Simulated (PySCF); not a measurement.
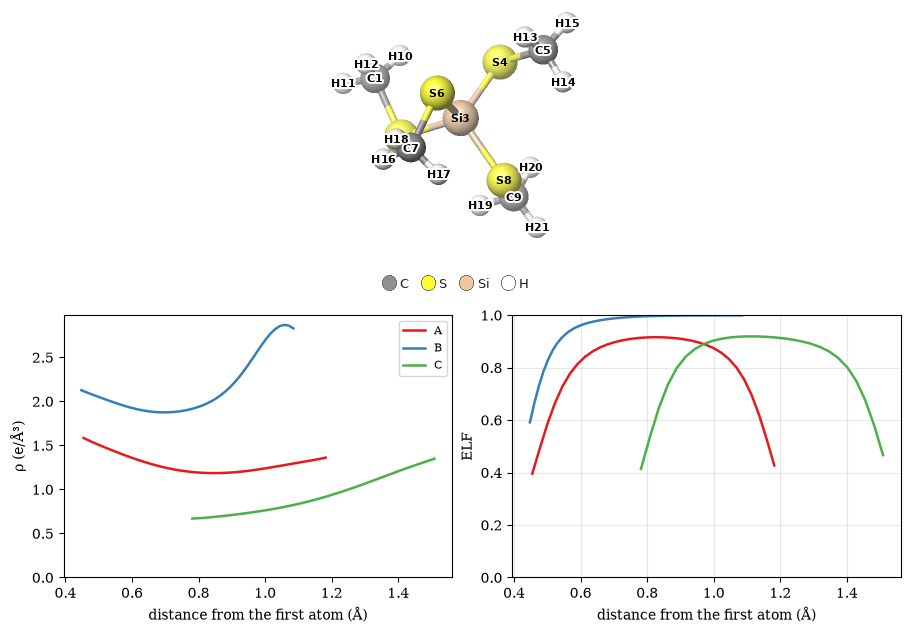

The picture shows: C₄H₁₂S₄Si (SMILES CS[Si](SC)(SC)SC). Total electron density and ELF along straight lines between neighbouring atoms. The curves leave out the atomic cores. The structure is drawn too.

Geometry: GFN2-xTB.

Method: PySCF, B97-2/6-31G*, SCF density, gas phase, non-relativistic.

The calculation's input:

```
{"job": {"xc": "B97-2", "basis": "6-31G*", "kind": "nmr", "pop": true}, "charge": 0, "multiplicity": 1}
C     -2.100403     1.161453    -1.857319
S     -0.287404     1.028520    -1.872222
Si    -0.000942     0.000146    -0.000345
S     -0.993822     1.116494     1.552947
C     -0.733289    -0.023393     2.944914
S     -0.838502    -1.984543    -0.059592
C      0.257647    -2.726358    -1.305855
S      2.115078    -0.160031     0.376195
C      2.574731     1.591749     0.218237
H     -2.405359     1.773584    -1.014924
H     -2.381236     1.634682    -2.792008
H     -2.535928     0.169360    -1.789863
H     -1.244198    -0.958468     2.740165
H      0.330561    -0.188478     3.084189
H     -1.158388     0.457844     3.819033
H      0.195482    -2.156751    -2.227907
H      1.274021    -2.734354    -0.926061
H     -0.096775    -3.739378    -1.462765
H      2.375042     1.922541    -0.795653
H      2.008976     2.180971     0.933141
H      3.635788     1.651354     0.435222
```

Run with:

```sh
OMP_NUM_THREADS=1 python ens_run.py task.json out
```

**Which curve belongs to which contact (C–H, C–S and Si–S)? The first atom named is at distance zero.**

Curve A: C–S (1.82 Å): ρ is about 1.2 e/Å³ halfway; the ELF peaks at about 0.90 between the atoms: a covalent bond. Curve B: C–H (1.08 Å): ρ at the midpoint is about 2 e/Å³; the ELF climbs to about 1 towards the hydrogen, as it does in any bond to H: an ordinary covalent bond to hydrogen. Curve C: Si–S (2.15 Å): the density is about 0.82 e/Å³ at the midpoint; the ELF peaks at about 0.90 between the atoms; localised, covalent bonding.
